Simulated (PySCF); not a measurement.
**NMR shielding calculation of C$_{3}$H$_{8}$F$_{2}$SSi$_{2}$**

C$_{3}$H$_{8}$F$_{2}$SSi$_{2}$, SMILES C=CC[Si@H](F)S[SiH2]F, computed with GIAO PBE0/pcSseg-1 NMR shielding, non-relativistic, gas phase (PySCF 2.14.0).

The geometry comes from this level: GFN2-xTB. It belongs to a series of runs on one base structure; here: H on Si replaced by allyl. Figures and captions count atoms from 1; the log counts them from 0 in places.

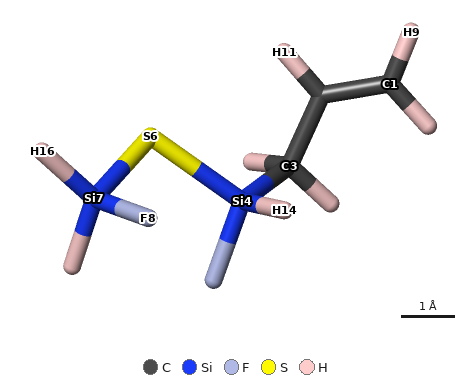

Fig. 1: The structure as given in the input (stick view, seen at a tilt; atoms are numbered from 1 in the order of the input). Bond lengths as drawn: C–C 1.32 to 1.49 Å, C–H 1.08 to 1.09 Å, C–Si 1.89 Å, F–Si 1.61 to 1.62 Å, H–Si 1.44 to 1.45 Å and S–Si 2.14 to 2.15 Å.

### Summary

| quantity | value |
| --- | --- |
| outcome | converged |
| total energy | −1295.365781 hartree |
| HOMO | −7.53 eV |
| LUMO | −0.55 eV |
| dipole moment | 0.90 D |
| isotropic shielding, C | 50.5 to 155.8 ppm |
| isotropic shielding, Si | 329.0 to 342.8 ppm |
| isotropic shielding, F | 341.2 to 366.5 ppm |
| isotropic shielding, S | 677.3 ppm |
| isotropic shielding, H | 25.8 to 29.4 ppm |
| hardware | 1 CPU thread, shared host |
| wall time | 2.4 min (CPU time 82 s; the host was busy) |
| peak memory | 0.86 GiB |

### Input file
```
{"job": {"kind": "nmr", "xc": "PBE0", "basis": "pcSseg-1"}, "charge": 0, "multiplicity": 1}
C      3.087567     0.975688    -0.183912
C      2.093640     0.332107    -0.766636
C      1.389388    -0.842593    -0.176156
Si    -0.351248    -0.390346     0.415378
F     -0.994164    -1.694523     1.126682
S     -1.557345     0.046650    -1.306009
Si    -3.518325     0.081229    -0.453352
F     -3.486095     1.066740     0.816700
H      3.560672     1.828004    -0.639833
H      3.474055     0.669343     0.774838
H      1.717203     0.657354    -1.726724
H      1.956264    -1.231718     0.669861
H      1.319904    -1.635564    -0.924323
H     -0.443314     0.647329     1.421217
H     -3.900276    -1.204947     0.085644
H     -4.355525     0.704192    -1.450491
```

The first line tells a small driver script what to run in PySCF; the rest is the geometry in Å.

Run as:
```bash
OMP_NUM_THREADS=1 python <driver script> task.json out
```

### What the program printed
```
coarse grid: 15264 points
cycle   1  E = -1295.1859647775  dE =  7.121e-01  |g| = 8.100e-01  |ddm| = 3.654e+00
cycle   2  E = -1295.0775748751  dE =  1.084e-01  |g| = 1.198e+00  |ddm| = 1.508e+00
cycle   3  E = -1295.3048404282  dE = -2.273e-01  |g| = 9.894e-02  |ddm| = 8.910e-01
cycle   4  E = -1295.3068204031  dE = -1.980e-03  |g| = 3.373e-02  |ddm| = 1.251e-01
cycle   5  E = -1295.3070803787  dE = -2.600e-04  |g| = 6.966e-03  |ddm| = 3.872e-02
cycle   6  E = -1295.3070878739  dE = -7.495e-06  |g| = 4.206e-03  |ddm| = 8.824e-03
cycle   7  E = -1295.3070922421  dE = -4.368e-06  |g| = 4.402e-04  |ddm| = 3.319e-03
final grid: 135408 points
cycle   8  E = -1295.3657693087  dE = -3.355e-05  |g| = 6.836e-03  |ddm| = 2.274e-02
cycle   9  E = -1295.3657661634  dE =  3.145e-06  |g| = 7.583e-03  |ddm| = 1.348e-02
cycle  10  E = -1295.3657811309  dE = -1.497e-05  |g| = 5.304e-04  |ddm| = 7.490e-03
cycle  11  E = -1295.3657811766  dE = -4.564e-08  |g| = 2.517e-04  |ddm| = 5.919e-04
cycle  12  E = -1295.3657811890  dE = -1.243e-08  |g| = 5.643e-05  |ddm| = 2.140e-04
cycle  13  E = -1295.3657811897  dE = -6.612e-10  |g| = 2.493e-05  |ddm| = 6.937e-05
```

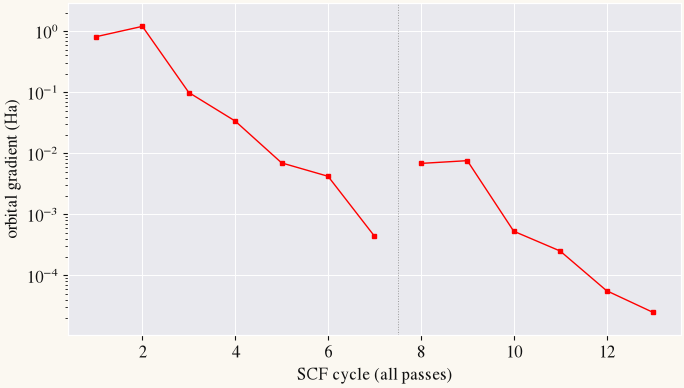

Fig. 2: Convergence of the self-consistent field: orbital gradient against the SCF cycle. The dotted line marks the change from a coarse to the final integration grid. The first 7 cycles use a coarse grid, the final grid takes over at cycle 8, and the field converges after 13 cycles in all.

```
converged SCF energy = -1295.3657811897

GIAO shielding tensors (ppm)
atom      isotropic    diamagn.    paramagn.     s11        s22        s33       span
  0 C       62.801     253.147    -190.346    -51.160     83.086    156.477    207.636
  1 C       50.530     258.223    -207.693    -70.404     57.350    164.646    235.050
  2 C      155.832     255.730     -99.899    134.149    157.751    175.595     41.445
  3 Si     328.963     880.559    -551.596    305.435    324.968    356.486     51.052
  4 F      341.230     471.060    -129.830    319.501    340.349    363.840     44.338
  5 S      677.286    1063.182    -385.896    583.807    639.103    808.949    225.142
  6 Si     342.772     877.848    -535.076    298.701    332.630    396.984     98.283
  7 F      366.496     470.693    -104.197    320.472    363.881    415.136     94.664
  8 H       26.336      28.902      -2.566     23.066     25.287     30.655      7.589
  9 H       26.225      31.060      -4.835     22.553     25.479     30.642      8.089
 10 H       25.762      32.668      -6.906     23.158     24.063     30.065      6.907
 11 H       29.449      32.591      -3.142     25.530     28.663     34.154      8.624
 12 H       29.346      31.759      -2.413     26.103     28.244     33.690      7.588
 13 H       26.153      31.930      -5.777     22.817     24.804     30.838      8.022
 14 H       25.923      27.989      -2.066     22.229     24.287     31.253      9.023
 15 H       26.132      27.243      -1.112     21.978     23.964     32.452     10.474
```

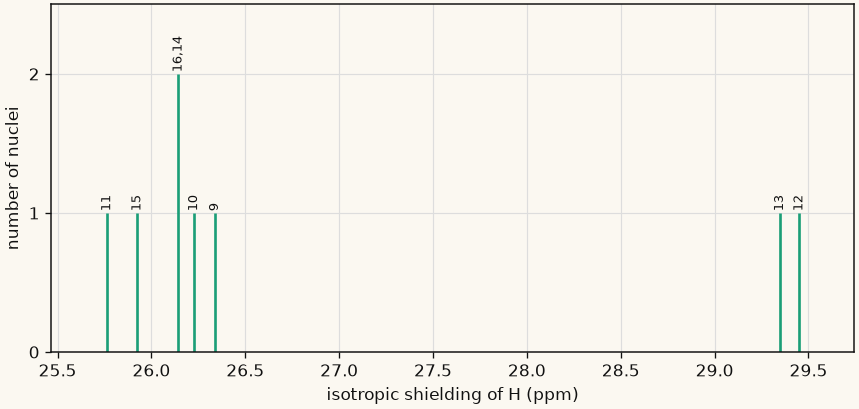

Fig. 3: Isotropic shieldings of the hydrogen nuclei in this fixed geometry, labelled by atom number; shielding grows to the right, so chemical shift grows to the left. The least shielded is H11 (25.8 ppm), the most shielded H12 (29.4 ppm).
